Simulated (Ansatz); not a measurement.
# doublet CH6GaN+ at 6 levels

We compute a comparison of 6 runs (U-r2SCAN0/6-31G*, U-revPBE/6-31G*, UB2PLYP/6-31G*, UBLYP/6-31G*, UPBE/6-31G*, UB3LYP/6-31G*) of doublet CH6GaN+. 

Program for the calculation: Ansatz 0.2.0.

65 further runs of the same task are left out: 1 that didn't finish, 64 set aside as unsound or not needed.

### Step 1. The structure to begin with

CH6GaN+ has 9 atoms, charge +1, and is taken as a doublet. SMILES of the parent species: `[CH3][GaH][NH2]`. The coordinates come from a PBE0-D4/def2-TZVP relaxation. That shape belongs to the parent species and isn't relaxed for this state.

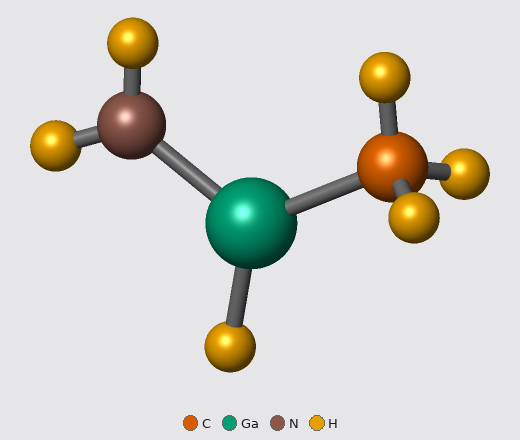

The structure, seen from a chosen angle (carbon orange, gallium teal, nitrogen brown, hydrogen amber).

### Step 2. The energy at U-r2SCAN0/6-31G(d) (spherical functions) (run 1)

Input file molecule.yaml:

```yaml
crystal:
  periodic: [false, false, false]
  atoms:
    - symbol: C
      position_ang: [-0.279100, 0.944700, -1.124800]
    - symbol: Ga
      position_ang: [0.513400, -0.531900, -0.104400]
    - symbol: N
      position_ang: [-0.068200, -0.807600, 1.596800]
    - symbol: H
      position_ang: [-0.756000, 0.568300, -2.033100]
    - symbol: H
      position_ang: [0.493400, 1.652200, -1.435600]
    - symbol: H
      position_ang: [-1.026300, 1.483500, -0.540100]
    - symbol: H
      position_ang: [1.617900, -1.521300, -0.608700]
    - symbol: H
      position_ang: [0.276500, -1.536600, 2.197700]
    - symbol: H
      position_ang: [-0.771600, -0.251300, 2.052200]
basis:
  gaussian:
    orbitals: 6-31G_st_-spherical.json
total_charge: 1
magnetization:
  spin_polarized: true
  initial_magnetization: 1
hamiltonian:
  xc: {name: r2SCAN0}
accuracy: high
output:
  orbitals: {seedname: orbitals}
```

The basis set 6-31G* is read from a file made from the Basis Set Exchange's data (not shown).

On the command line:

```console
$ ansatz run molecule.yaml --threads 1 --pin off --max-ram 3480MiB --events-out events.jsonl --progress --plain --runs-dir runs
```

Output:

```text
Warning: RAYON_NUM_THREADS=1 ignored (pool sized by the plan → 1); use --threads N
Functional definition: r2SCAN0
  name "r2SCAN0"
  parameter a = 0.25
  parameter k0 = 0.174
  parameter k1 = 0.065
  parameter a1 = 4.9479
  exchange = (1 - a)*r2scan_x(k0 = k0, k1 = k1, a1 = a1) + a*exact_x
  correlation = r2scan_c
1650 factors; integrals over basis functions are off by at most 4.7e-9 eV
mean field evaluation 1: about -54963.9710 eV, gradient 6.2e1 eV
mean field evaluation 2: about -54926.5758 eV, gradient 9.3e1 eV
mean field evaluation 4: about -54979.5682 eV, gradient 2.5e1 eV
mean field evaluation 8: about -54983.1294 eV, gradient 4.4e-1 eV
mean field evaluation 16: about -54983.2927 eV, gradient 5.1e-3 eV
mean field evaluation 32: about -54983.2927 eV, gradient 9.9e-8 eV
mean field -54983.29268951 eV, -2020.5987373250 hartree, gradient 9.9e-8 eV, S^2 0.755189; 2 other end points of the search recorded, 0 dependent functions left out
reference -54983.29269211 eV, -2020.5987374207 hartree; 25, 24 occupied and 47, 48 virtual orbitals, 1650 factors
Total energy: -54983.29269211 eV, -2020.5987374207 hartree
```

Wall time 30 s (1 thread of Arm Neoverse V1, shared host); peak memory 0.49 GiB.

### Step 3. A single-point energy at U-revPBE/6-31G(d) (spherical functions) (run 2)

Input file molecule.yaml:

```yaml
crystal:
  periodic: [false, false, false]
  atoms:
    - {symbol: C, position_ang: [-0.279100, 0.944700, -1.124800]}
    - {symbol: Ga, position_ang: [0.513400, -0.531900, -0.104400]}
    - {symbol: "N", position_ang: [-0.068200, -0.807600, 1.596800]}
    - {symbol: H, position_ang: [-0.756000, 0.568300, -2.033100]}
    - {symbol: H, position_ang: [0.493400, 1.652200, -1.435600]}
    - {symbol: H, position_ang: [-1.026300, 1.483500, -0.540100]}
    - {symbol: H, position_ang: [1.617900, -1.521300, -0.608700]}
    - {symbol: H, position_ang: [0.276500, -1.536600, 2.197700]}
    - {symbol: H, position_ang: [-0.771600, -0.251300, 2.052200]}
basis:
  gaussian: {orbitals: 6-31G_st_-spherical.json}
total_charge: 1
magnetization: {spin_polarized: true, initial_magnetization: 1}
hamiltonian: {xc: {name: revPBE}}
accuracy: high
output: {orbitals: {seedname: orbitals}}
```

The basis set 6-31G* is read from a file made from the Basis Set Exchange's data (not shown).

On the command line:

```console
$ ansatz run molecule.yaml --threads 1 --pin off --max-ram 3480MiB --events-out events.jsonl --progress --plain --runs-dir runs
```

Output:

```text
Warning: RAYON_NUM_THREADS=1 ignored (pool sized by the plan → 1); use --threads N
Functional definition: revPBE
  name "revPBE"
  parameter kappa = 1.245
  parameter beta = 0.06672455060314922
  exchange = pbe_x(kappa = kappa, mu = beta*pi^2/3)
  correlation = pbe_c(beta = beta)
1650 factors; integrals over basis functions are off by at most 4.7e-9 eV
mean field evaluation 1: about -54951.9624 eV, gradient 7.9e1 eV
mean field evaluation 2: about -54844.5501 eV, gradient 1.3e2 eV
mean field evaluation 4: about -54970.8479 eV, gradient 4.4e1 eV
mean field evaluation 8: about -54981.1796 eV, gradient 7.7e0 eV
mean field evaluation 16: about -54981.5286 eV, gradient 1.4e-1 eV
mean field evaluation 32: about -54981.6149 eV, gradient 4.0e0 eV
mean field -54981.71850711 eV, -2020.5408871889 hartree, gradient 2.7e-8 eV, S^2 0.755270; 2 other end points of the search recorded, 0 dependent functions left out
reference -54981.71851294 eV, -2020.5408874031 hartree; 25, 24 occupied and 47, 48 virtual orbitals, 1650 factors
Total energy: -54981.71851294 eV, -2020.5408874031 hartree
```

It took 19 s on 1 thread of Arm Neoverse V1, shared host; peak memory 0.26 GiB.

Runs 3 to 5 aren't shown in full; the table further down has their settings and results.

### Step 4. The energy at UB3LYP/6-31G(d) (Cartesian functions) (run 6)

Input file run.yaml:

```yaml
crystal:
  periodic: [false, false, false]
  atoms:
    - symbol: C
      position_ang: [-0.279100, 0.944700, -1.124800]
    - symbol: Ga
      position_ang: [0.513400, -0.531900, -0.104400]
    - symbol: "N"
      position_ang: [-0.068200, -0.807600, 1.596800]
    - symbol: H
      position_ang: [-0.756000, 0.568300, -2.033100]
    - symbol: H
      position_ang: [0.493400, 1.652200, -1.435600]
    - symbol: H
      position_ang: [-1.026300, 1.483500, -0.540100]
    - symbol: H
      position_ang: [1.617900, -1.521300, -0.608700]
    - symbol: H
      position_ang: [0.276500, -1.536600, 2.197700]
    - symbol: H
      position_ang: [-0.771600, -0.251300, 2.052200]
basis:
  gaussian:
    orbitals: "6-31G*"
total_charge: 1
magnetization:
  spin_polarized: true
  initial_magnetization: 1
hamiltonian:
  xc: {name: B3LYP}
accuracy: high
output: {orbitals: {seedname: orbitals}}
```

On the command line:

```console
$ ansatz run run.yaml --threads 1 --pin off --max-ram 3480MiB --events-out events.jsonl --progress --plain --runs-dir runs
```

Output:

```text
Warning: RAYON_NUM_THREADS=1 ignored (pool sized by the plan → 1); use --threads N
Functional definition: B3LYP
  name "B3LYP"
  parameter a0 = 0.2
  parameter ax = 0.72
  parameter ac = 0.81
  exchange = (1 - a0 - ax)*slater_x + ax*b88_x + a0*exact_x
  correlation = (1 - ac)*vwn_rpa_c + ac*lyp_c
1678 factors; integrals over basis functions are off by at most 4.7e-9 eV
mean field evaluation 1: about -54963.5624 eV, gradient 7.2e1 eV
mean field evaluation 2: about -54904.8812 eV, gradient 1.1e2 eV
mean field evaluation 4: about -54982.2547 eV, gradient 3.2e1 eV
mean field evaluation 8: about -54987.6923 eV, gradient 5.8e-1 eV
mean field evaluation 16: about -54987.8027 eV, gradient 1.3e-3 eV
mean field evaluation 32: about -54987.8283 eV, gradient 2.0e-6 eV
mean field -54987.82825444 eV, -2020.7654162619 hartree, gradient 1.8e-8 eV, S^2 0.757605; 3 other end points of the search recorded, 0 dependent functions left out
reference -54987.82829482 eV, -2020.7654177459 hartree; 25, 24 occupied and 52, 53 virtual orbitals, 1678 factors
Total energy: -54987.82829482 eV, -2020.7654177459 hartree
```

Wall time 26 s (1 thread of Arm Neoverse V1, shared host); peak memory 0.37 GiB.

### Step 5. All runs side by side

```csv
run,level,frozen core orbitals,Cartesian functions,energy (Eh),HOMO energy (eV),LUMO energy (eV),⟨S²⟩,wall time
1,U-r2SCAN0/6-31G* (spherical functions),–,no,-2020.598737,-13.38,-11.15,0.755,30 s
2,U-revPBE/6-31G* (spherical functions),–,no,-2020.540887,-12.48,-12.44,0.755,19 s
3,UB2PLYP/6-31G* (spherical functions),11,no,-2020.223892,-14.20,-9.65,0.755,28 s
4,UBLYP/6-31G* (spherical functions),–,no,-2020.729228,-12.38,-12.35,0.755,19 s
5,UPBE/6-31G* (spherical functions),–,no,-2020.285198,-12.53,-12.50,0.755,19 s
6,UB3LYP/6-31G* (Cartesian functions),–,yes,-2020.765418,-13.10,-11.97,0.758,26 s
```

### Step 6. What came out

| quantity | value |
| --- | --- |
| run 6: total energy | -2020.76542 Eh |
| run 6: HOMO energy (highest over α and β) | -13.10 eV |
| run 6: LUMO energy (lowest over α and β) | -11.97 eV |
| run 6: ⟨S²⟩ | 0.758 |

**Reading.** Totals of different functionals can't be ranked against each other. All runs together took 2.3 min, the longest 30 s.
